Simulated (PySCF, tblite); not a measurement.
# C₅H₇BN₂O₂: infrared bands, NMR shifts and electronic excitations in gas and solvents, part 2 of 2

tblite 0.8.0 and PySCF 2.14.0. Atoms count from 0. The steps go on from the part before.

## Step 6: Ultraviolet spectrum: CAM-B3LYP/def2-SVPD

Job settings and geometry (Å):

```
{"job": {"kind": "uv", "xc": "CAM-B3LYP", "basis": "def2-SVPD", "ip": true, "dynamic": false}, "charge": 0, "multiplicity": 1}
N     -3.166998    -0.003642    -0.260628
C     -1.804393    -0.042657    -0.119153
C     -1.019591    -1.057236    -0.689805
C      0.359446    -1.012162    -0.541489
C      0.954286     0.035216     0.170140
B      2.492462     0.223528     0.429702
O      2.872664     1.315485     1.138786
O      3.396873    -0.677031    -0.038657
N      0.194394     1.005978     0.714350
C     -1.117546     0.973772     0.579651
H     -3.687575     0.606238     0.354673
H     -3.643347    -0.857746    -0.513588
H     -1.497926    -1.868221    -1.246672
H      0.990126    -1.790970    -0.976405
H      2.050283     1.790288     1.356520
H      4.296321    -0.426418     0.197267
H     -1.689859     1.789015     1.041760
```

Level: TDDFT CAM-B3LYP/def2-SVPD, vertical, gas phase, core orbitals frozen in the response.

Standard output:

```text
coarse grid: 15152 points
cycle   1  E = -478.8911504228  dE =  1.996e+00  |g| = 8.706e-01  |ddm| = 1.194e+01
cycle   2  E = -478.8471820037  dE =  4.397e-02  |g| = 1.056e+00  |ddm| = 2.822e+00
cycle   3  E = -479.0505894957  dE = -2.034e-01  |g| = 6.050e-02  |ddm| = 1.317e+00
cycle   4  E = -479.0513828901  dE = -7.934e-04  |g| = 2.832e-02  |ddm| = 2.317e-01
cycle   5  E = -479.0515653809  dE = -1.825e-04  |g| = 9.995e-03  |ddm| = 1.385e-01
cycle   6  E = -479.0515883375  dE = -2.296e-05  |g| = 4.177e-03  |ddm| = 2.925e-02
cycle   7  E = -479.0515927758  dE = -4.438e-06  |g| = 7.903e-04  |ddm| = 1.352e-02
final grid: 149256 points
cycle   8  E = -479.1423524228  dE = -5.353e-05  |g| = 4.064e-03  |ddm| = 1.732e-01
cycle   9  E = -479.1423530688  dE = -6.460e-07  |g| = 4.072e-03  |ddm| = 2.379e-02
cycle  10  E = -479.1423564513  dE = -3.382e-06  |g| = 5.145e-04  |ddm| = 8.792e-03
cycle  11  E = -479.1423565018  dE = -5.057e-08  |g| = 3.239e-04  |ddm| = 2.441e-03
cycle  12  E = -479.1423565267  dE = -2.482e-08  |g| = 7.620e-05  |ddm| = 1.064e-03
cycle  13  E = -479.1423565283  dE = -1.586e-09  |g| = 2.562e-05  |ddm| = 2.348e-04
cycle  14  E = -479.1423565286  dE = -3.505e-10  |g| = 6.695e-06  |ddm| = 1.317e-04
converged SCF energy = -479.1423565286

Static polarisability (au): isotropic 97.118, principal 56.237 96.627 138.491

Singlet excitations
state   eV       nm        f      main configurations
  1   4.7151    263.0   0.08445   H->L 0.77, H->L+1 0.15
  2   5.0426    245.9   0.00394   H-1->L 0.96
  3   5.3495    231.8   0.30818   H->L+1 0.74, H->L 0.16
  4   5.6849    218.1   0.00022   H-1->L+1 0.97
  5   5.7542    215.5   0.00690   H->L+3 0.59, H->L+2 0.35
  6   6.4484    192.3   0.00100   H->L+2 0.50, H->L+3 0.27, H->L+5 0.17
  7   6.6458    186.6   0.14470   H-2->L 0.47, H->L+4 0.34
  8   6.7280    184.3   0.11516   H->L+4 0.55, H-2->L 0.31
  9   7.1156    174.2   0.44586   H-2->L+1 0.80
 10   7.2851    170.2   0.01032   H-1->L+2 0.62, H-1->L+5 0.09, H->L+5 0.09

Triplet excitations (Tamm-Dancoff, eV): 3.5277 3.8502 4.3362 4.7807
Vertical ionisation energy (delta-SCF) = 8.2749 eV
```

Run time: 2.8 min. Hardware: 1 thread of Arm Neoverse V1, shared host; peak memory 1.3 GiB.

Frontier orbitals and where they lie:

| orbital | eV | atoms |
| --- | --- | --- |
| HOMO−3 | -10.51 | O6 49 %, O7 36 %, B5 8 % |
| HOMO−2 | -9.42 | C3 26 %, C2 26 %, N8 15 % |
| HOMO−1 | -8.96 | N8 53 %, C4 10 %, C9 10 % |
| HOMO | -7.60 | N0 25 %, C4 17 %, C1 14 % |
| LUMO | 0.14 | N8 24 %, C2 17 %, C1 12 % |
| LUMO+1 | 0.51 | C3 23 %, C1 14 %, C9 13 % |
| LUMO+2 | 0.90 | B5 43 %, O7 11 %, H15 6 % |

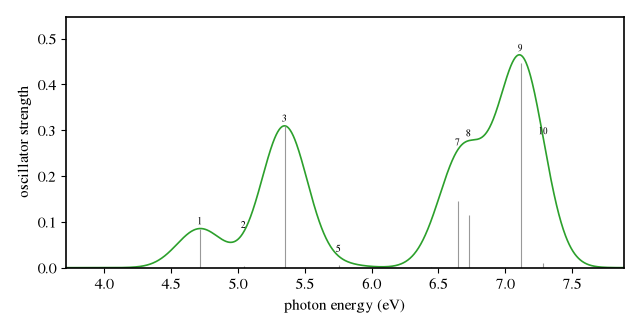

Absorption spectrum from the 10 singlet states computed; above the last one it falls off for lack of states. Lines are broadened to a width of 0.40 eV (Gaussian).

Ground-state properties from the same run:

| property | computed |
| --- | --- |
| dipole moment (D) | 4.19 |
| polarisability (Å³) | 14.39 |
| HOMO–LUMO gap (eV) | 7.74 |
| −ε(HOMO) (eV) | 7.60 |

## Step 7: Nuclear shieldings: PBE0/pcSseg-1 in acetone

Same as in step 6 but for these lines:

```diff
@@ -1,2 +1,2 @@
-{"job": {"kind": "uv", "xc": "CAM-B3LYP", "basis": "def2-SVPD", "ip": true, "dynamic": false}, "charge": 0, "multiplicity": 1}
+{"job": {"kind": "nmr", "xc": "PBE0", "basis": "pcSseg-1", "solvent": "acetone", "pop": true}, "charge": 0, "multiplicity": 1}
 N     -3.166998    -0.003642    -0.260628
```

Level: GIAO PBE0/pcSseg-1 NMR shielding, non-relativistic, IEF-PCM acetone.

Standard output:

```text
coarse grid: 15152 points
cycle   1  E = -478.8866584536  dE =  1.803e+00  |g| = 8.677e-01  |ddm| = 4.004e+00
cycle   2  E = -478.7898267304  dE =  9.683e-02  |g| = 1.160e+00  |ddm| = 1.388e+00
cycle   3  E = -479.0258407761  dE = -2.360e-01  |g| = 7.754e-02  |ddm| = 7.955e-01
cycle   4  E = -479.0270900343  dE = -1.249e-03  |g| = 2.602e-02  |ddm| = 8.929e-02
cycle   5  E = -479.0272472534  dE = -1.572e-04  |g| = 7.071e-03  |ddm| = 2.963e-02
cycle   6  E = -479.0272562036  dE = -8.950e-06  |g| = 3.027e-03  |ddm| = 6.959e-03
final grid: 149256 points
cycle   7  E = -479.0980807382  dE = -4.733e-05  |g| = 1.005e-02  |ddm| = 3.725e-02
cycle   8  E = -479.0980613945  dE =  1.934e-05  |g| = 1.431e-02  |ddm| = 1.846e-02
cycle   9  E = -479.0981013416  dE = -3.995e-05  |g| = 1.501e-03  |ddm| = 1.059e-02
cycle  10  E = -479.0981018494  dE = -5.078e-07  |g| = 3.566e-04  |ddm| = 1.419e-03
cycle  11  E = -479.0981018721  dE = -2.264e-08  |g| = 1.589e-04  |ddm| = 4.261e-04
cycle  12  E = -479.0981018774  dE = -5.339e-09  |g| = 3.450e-05  |ddm| = 1.674e-04
cycle  13  E = -479.0981018776  dE = -2.334e-10  |g| = 1.372e-05  |ddm| = 3.664e-05
converged SCF energy = -479.0981018776

GIAO shielding tensors (ppm)
atom      isotropic    diamagn.    paramagn.     s11        s22        s33       span
  0 N      188.680     316.349    -127.669    151.795    175.704    238.541     86.746
  1 C       34.137     258.349    -224.212    -57.326      3.610    156.126    213.452
  2 C       61.119     253.401    -192.283    -28.925     44.043    168.238    197.163
  3 C       49.340     256.114    -206.773    -70.273     41.036    177.258    247.531
  4 C       39.558     257.202    -217.645    -50.396      7.098    161.972    212.368
  5 B       74.623     198.103    -123.479     56.867     75.967     91.036     34.169
  6 O      218.543     390.726    -172.183     94.894    248.501    312.234    217.340
  7 O      239.213     386.200    -146.987    137.508    276.389    303.741    166.233
  8 N      -89.219     334.690    -423.909   -366.667   -191.142    290.152    656.819
  9 C       44.685     249.864    -205.179    -43.395     44.062    133.387    176.782
 10 H       27.202      29.783      -2.581     20.527     25.540     35.540     15.013
 11 H       27.269      29.737      -2.468     20.529     25.865     35.414     14.885
 12 H       24.055      31.688      -7.633     20.227     24.123     27.816      7.590
 13 H       23.405      31.991      -8.586     19.861     22.046     28.308      8.447
 14 H       23.873      33.323      -9.449     13.707     23.305     34.607     20.900
 15 H       26.686      26.930      -0.244     19.722     23.069     37.267     17.544
 16 H       23.064      31.082      -8.017     18.613     23.002     27.579      8.967
```

It took 36 s on 1 thread of Arm Neoverse V1, shared host; peak memory 1 GiB.

Key values: δ C1 151.3, C4 145.9, C9 140.7, C3 136.1, H16 8.18, H13 7.84 ppm.

## Step 8: NMR shieldings: PBE0/pcSseg-1 in cyclohexane

Same as in step 7 but for these lines:

```diff
@@ -1,2 +1,2 @@
-{"job": {"kind": "nmr", "xc": "PBE0", "basis": "pcSseg-1", "solvent": "acetone", "pop": true}, "charge": 0, "multiplicity": 1}
+{"job": {"kind": "nmr", "xc": "PBE0", "basis": "pcSseg-1", "solvent": "cyclohexane", "pop": false}, "charge": 0, "multiplicity": 1}
 N     -3.166998    -0.003642    -0.260628
```

With the program's defaults for keys left out, this is: GIAO PBE0/pcSseg-1 NMR shielding, non-relativistic, IEF-PCM cyclohexane.

Standard output:

```text
coarse grid: 15152 points
cycle   1  E = -478.8703115068  dE =  1.819e+00  |g| = 8.768e-01  |ddm| = 4.005e+00
cycle   2  E = -478.7659826086  dE =  1.043e-01  |g| = 1.183e+00  |ddm| = 1.471e+00
cycle   3  E = -479.0149714427  dE = -2.490e-01  |g| = 8.680e-02  |ddm| = 8.494e-01
cycle   4  E = -479.0164603781  dE = -1.489e-03  |g| = 3.479e-02  |ddm| = 1.014e-01
cycle   5  E = -479.0167034558  dE = -2.431e-04  |g| = 1.524e-02  |ddm| = 4.383e-02
cycle   6  E = -479.0167613868  dE = -5.793e-05  |g| = 4.425e-03  |ddm| = 1.860e-02
cycle   7  E = -479.0167661830  dE = -4.796e-06  |g| = 9.076e-04  |ddm| = 4.639e-03
final grid: 149256 points
cycle   8  E = -479.0876773466  dE = -4.971e-05  |g| = 9.392e-03  |ddm| = 3.687e-02
cycle   9  E = -479.0876654999  dE =  1.185e-05  |g| = 1.249e-02  |ddm| = 1.745e-02
cycle  10  E = -479.0876957398  dE = -3.024e-05  |g| = 1.514e-03  |ddm| = 9.553e-03
cycle  11  E = -479.0876962155  dE = -4.757e-07  |g| = 3.887e-04  |ddm| = 1.464e-03
cycle  12  E = -479.0876962441  dE = -2.860e-08  |g| = 1.791e-04  |ddm| = 5.304e-04
cycle  13  E = -479.0876962515  dE = -7.429e-09  |g| = 3.073e-05  |ddm| = 1.965e-04
cycle  14  E = -479.0876962517  dE = -1.982e-10  |g| = 1.166e-05  |ddm| = 3.298e-05
converged SCF energy = -479.0876962517

GIAO shielding tensors (ppm)
atom      isotropic    diamagn.    paramagn.     s11        s22        s33       span
  0 N      191.681     315.993    -124.313    158.544    171.820    244.678     86.134
  1 C       35.891     259.138    -223.247    -57.216      8.164    156.725    213.942
  2 C       62.248     253.849    -191.601    -27.829     47.993    166.579    194.408
  3 C       49.378     256.033    -206.655    -69.477     40.503    177.106    246.583
  4 C       37.411     256.896    -219.486    -53.368      3.676    161.923    215.291
  5 B       74.698     198.072    -123.375     55.988     77.064     91.041     35.053
  6 O      215.229     389.985    -174.755     88.757    246.540    310.391    221.634
  7 O      237.566     385.129    -147.563    137.761    275.097    299.841    162.080
  8 N      -94.690     334.168    -428.858   -380.771   -193.241    289.942    670.713
  9 C       45.657     249.453    -203.796    -42.896     47.988    131.879    174.775
 10 H       27.667      30.235      -2.568     20.947     26.160     35.894     14.946
 11 H       27.779      30.193      -2.414     20.976     26.570     35.791     14.814
 12 H       24.318      31.970      -7.652     20.553     24.273     28.128      7.575
 13 H       23.443      31.934      -8.491     19.850     22.054     28.425      8.575
 14 H       23.947      33.256      -9.309     13.895     23.470     34.475     20.581
 15 H       27.120      27.211      -0.091     20.369     23.569     37.421     17.053
 16 H       23.181      31.262      -8.081     18.788     22.999     27.754      8.966
```

Wall time 34 s (1 thread of Arm Neoverse V1, shared host); peak memory 1 GiB.

In short: δ C1 148.9, C4 147.4, C9 139.2, C3 135.4, H16 8.08, H13 7.81 ppm.

## Step 9: Excited states and response: CAM-B3LYP/def2-SVPD in acetone

Same as in step 8 but for these lines:

```diff
@@ -1,2 +1,2 @@
-{"job": {"kind": "nmr", "xc": "PBE0", "basis": "pcSseg-1", "solvent": "cyclohexane", "pop": false}, "charge": 0, "multiplicity": 1}
+{"job": {"kind": "uv", "xc": "CAM-B3LYP", "basis": "def2-SVPD", "solvent": "acetone", "nstates": 6, "ntriplets": 0}, "charge": 0, "multiplicity": 1}
 N     -3.166998    -0.003642    -0.260628
```

Level: TDDFT CAM-B3LYP/def2-SVPD, vertical, IEF-PCM acetone (non-equilibrium linear response), core orbitals frozen in the response.

Standard output:

```text
coarse grid: 15152 points
cycle   1  E = -478.9189546756  dE =  1.969e+00  |g| = 8.535e-01  |ddm| = 1.204e+01
cycle   2  E = -478.8817748482  dE =  3.718e-02  |g| = 1.020e+00  |ddm| = 2.526e+00
cycle   3  E = -479.0676675639  dE = -1.859e-01  |g| = 5.382e-02  |ddm| = 1.134e+00
cycle   4  E = -479.0683411395  dE = -6.736e-04  |g| = 2.333e-02  |ddm| = 2.139e-01
cycle   5  E = -479.0684719488  dE = -1.308e-04  |g| = 9.077e-03  |ddm| = 1.043e-01
cycle   6  E = -479.0684911814  dE = -1.923e-05  |g| = 2.588e-03  |ddm| = 2.756e-02
cycle   7  E = -479.0684932918  dE = -2.110e-06  |g| = 9.466e-04  |ddm| = 1.054e-02
final grid: 149256 points
cycle   8  E = -479.1591445771  dE = -5.420e-05  |g| = 3.926e-03  |ddm| = 1.735e-01
cycle   9  E = -479.1591454543  dE = -8.771e-07  |g| = 3.815e-03  |ddm| = 2.136e-02
cycle  10  E = -479.1591483361  dE = -2.882e-06  |g| = 4.844e-04  |ddm| = 7.937e-03
cycle  11  E = -479.1591483887  dE = -5.260e-08  |g| = 2.663e-04  |ddm| = 1.634e-03
cycle  12  E = -479.1591484077  dE = -1.892e-08  |g| = 5.269e-05  |ddm| = 8.237e-04
cycle  13  E = -479.1591484086  dE = -9.446e-10  |g| = 2.693e-05  |ddm| = 1.846e-04
converged SCF energy = -479.1591484086

Static polarisability (au): isotropic 133.317, principal 76.608 135.849 187.496

Singlet excitations
state   eV       nm        f      main configurations
  1   4.5987    269.6   0.12958   H->L 0.76, H->L+1 0.18
  2   5.1147    242.4   0.01843   H-1->L 0.92
  3   5.1532    240.6   0.39624   H->L+1 0.71, H->L 0.18
  4   5.7884    214.2   0.00025   H-1->L+1 0.96
  5   5.9319    209.0   0.00071   H->L+2 0.60, H->L+3 0.36
  6   6.4174    193.2   0.00128   H->L+3 0.44, H->L+2 0.28, H->L+5 0.16
```

Run time: 74 s. Hardware: 1 thread of Arm Neoverse V1, shared host; peak memory 1.3 GiB.

This run: HOMO -7.45 eV, LUMO 0.15 eV; lowest singlet 4.60 eV.

## Step 10: Comparing the runs: NMR shifts

Shifts (ppm) of some atoms, chosen among heavy atoms and hydrogens apart, means over like atoms, with basis size and wall time:

| run | C1 | C2 | H14 | H10 | N8 | N0 | O6 | functions | time |
| --- | --- | --- | --- | --- | --- | --- | --- | --- | --- |
| PBE0/pcSseg-1 | 147.3 | 121.5 | 5.55 | 3.21 | 364.0 | 72.4 | 110.3 | 205 | 34 s |
| PBE0/pcSseg-1 in acetone | 151.3 | 124.3 | 5.96 | 4.01 | 357.7 | 79.8 | 113.9 | 205 | 36 s |
| PBE0/pcSseg-1 in cyclohexane | 148.9 | 122.6 | 5.72 | 3.53 | 361.6 | 75.2 | 111.9 | 205 | 34 s |

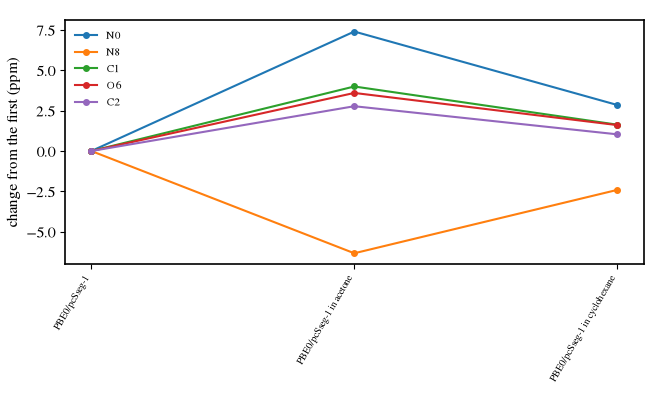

How five of the tabulated atoms move from run to run.

The continuum's effect on the ground state:

| solvent | ε | polarisation energy (Eh) | μ (D) |
| --- | --- | --- | --- |
| cyclohexane | 2.02 | -0.0076 | 4.77 |
| acetone | 20.49 | -0.0201 | 5.61 |

## Step 11: Run by run: electronic excitations

Excitations and ground-state properties, with basis size and wall time:

| run | lowest singlet (eV) | brightest (eV) | f | gap (eV) | α (Å³) | μ (D) | functions | time |
| --- | --- | --- | --- | --- | --- | --- | --- | --- |
| CAM-B3LYP/def2-SVPD | 4.72 | 7.12 | 0.446 | 7.74 | 14.39 | 4.19 | 262 | 2.8 min |
| CAM-B3LYP/def2-SVPD in acetone | 4.60 | 5.15 | 0.396 | 7.60 | 19.76 | 5.62 | 262 | 74 s |

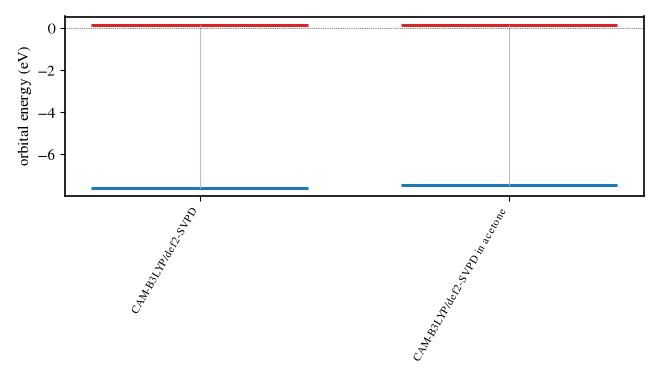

HOMO (blue) and LUMO (red) run by run.

## Step 12: What came out

The summary covers parts 1 to 2.

| quantity | value |
| --- | --- |
| strongest single infrared mode (GFN2-xTB) | 1328 cm⁻¹, 356 km/mol |
| zero-point energy (GFN2-xTB) | 78.0 kcal/mol |
| point group | C1 |
| rotational constants (main isotopes) | 3.71, 0.77, 0.64 GHz |
| ¹³C shifts against TMS (PBE0/pcSseg-1) | 148.5, 147.3, 138.2, 134.9, 121.5 ppm |
| ¹H shifts against TMS (PBE0/pcSseg-1, means over atoms taken as alike) | 8.02, 7.79, 6.79, 5.55, 3.21 ppm |
| ¹⁵N shifts against NH3 (PBE0/pcSseg-1) | 364.0, 72.4 ppm |
| ¹¹B shifts against BF3·OEt2 (PBE0/pcSseg-1) | 26.0 ppm |
| ¹⁷O shifts against H2O (PBE0/pcSseg-1, means over atoms taken as alike) | 110.3 ppm |
| lowest singlet (CAM-B3LYP/def2-SVPD) | 4.72 eV (263 nm), f = 0.084 |
| brightest single state of those computed | state 9, 7.12 eV, f = 0.446 |
| lowest triplet | 3.53 eV |
| vertical ionisation energy (ΔSCF) | 8.27 eV |
| range of the shift of N0 | 72.4 to 79.8 ppm |
| range of the lowest singlet | 4.60 to 4.72 eV |

What this shows: Relaxing lowered the energy by 1.829 eV in 88 steps; the close pair that moved most is B5–O7, from 1.463 to 1.351 Å (GFN2-xTB). No mode is imaginary among the 45: a minimum at this level. The strongest single mode, at 1328 cm⁻¹, has its largest shares on C1, C4 and B5 (the list is cut at 3 atoms). Unscaled tight-binding wavenumbers are off by several per cent, some by more. Its intensities can rank the bands wrongly. Over 9 steps the energy fell by 0.201 eV; of the close pairs, C3–H13 changed most, 1.046 to 1.092 Å (PBE0/def2-SVP). No frequency check was run at this level, so the end point may be a saddle. At PBE0/pcSseg-1: The widest tensor belongs to N8: span 680 ppm, with a paramagnetic part of -432 ppm. NICS(1)zz of -24 ppm above the planar ring from C1 marks a diatropic (aromatic) ring current. The first singlet state (HOMO→LUMO 0.77, HOMO→LUMO+1 0.15) lies at 4.72 eV and is bright; of the 10 states computed, the strongest absorption comes from state 9 at 7.12 eV. The lowest triplet lies 1.19 eV below the lowest singlet (triplets in Tamm-Dancoff, singlets in full TDDFT). The orbital energy would give 7.60 eV for ionisation, ΔSCF gives 8.27 eV. In ppm, N0 moves most: its shift spreads over 7.4 ppm, from 72.4 (PBE0/pcSseg-1) to 79.8 (PBE0/pcSseg-1 in acetone). Part of that comes from the computed reference. The continuum holds electrostatics alone: no hydrogen bonds to the solvent, and the gas-phase geometry is kept. The lowest singlet runs from 4.60 eV (CAM-B3LYP/def2-SVPD in acetone) to 4.72 eV (CAM-B3LYP/def2-SVPD), while the orbital gap spans 7.60 to 7.74 eV. The lowest state need not be the same one in every run. The runs solved for a few states only, so the brightest column depends on that window.
